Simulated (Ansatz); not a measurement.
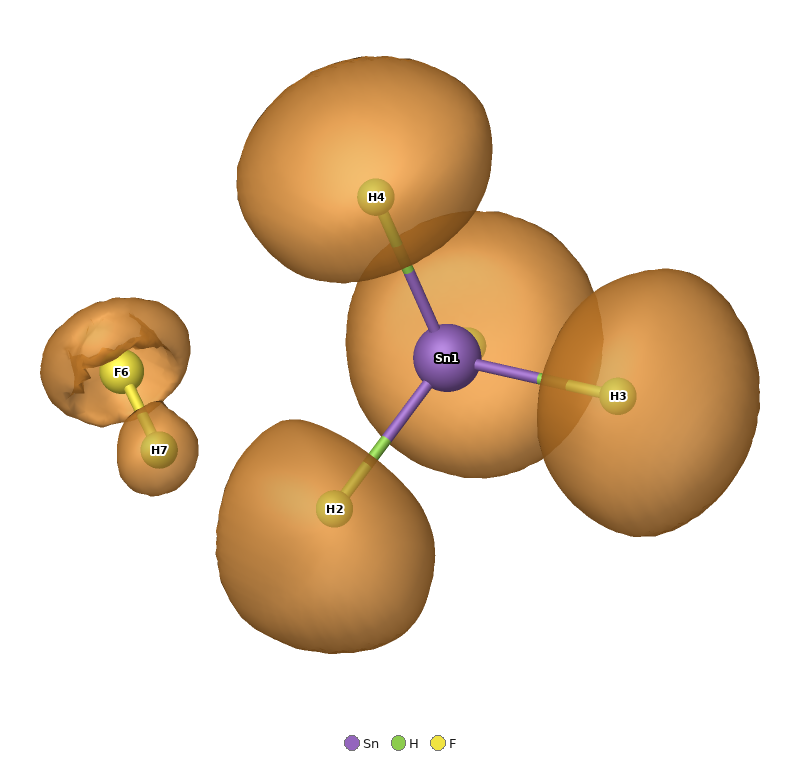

H₄Sn···HF. Isosurface of the electron localisation function at 0.85 (orange), seen at a tilt. Core shells and regions of very low density are left out.

Core potentials replace the inner electrons of Sn.

All numbers below come from Ansatz, RKS PBE-D4/def2-SVP.

```xyz
7

Sn    0.1778    0.0000   -0.1010
H     0.1409    0.0000    1.6390
H     1.8551    0.0000   -0.5173
H    -0.5620    1.4266   -0.7072
H    -0.5620   -1.4266   -0.7072
F    -2.4923    0.0000    1.4166
H    -1.6988    0.0000    1.9064
```

Question: What do the ELF domains correspond to?

Answer: The ELF exceeds this value in five regions around hydrogen nuclei and one region wrapped around F (its valence shell). Along the contacts the grid gives the following. Sn1···H7 (2.75 Å): the ELF dips to about 0.05 between them. F–H (0.93 Å): the ELF climbs to about 1 towards the hydrogen, as it does in any bond to H; an ordinary covalent bond to hydrogen.
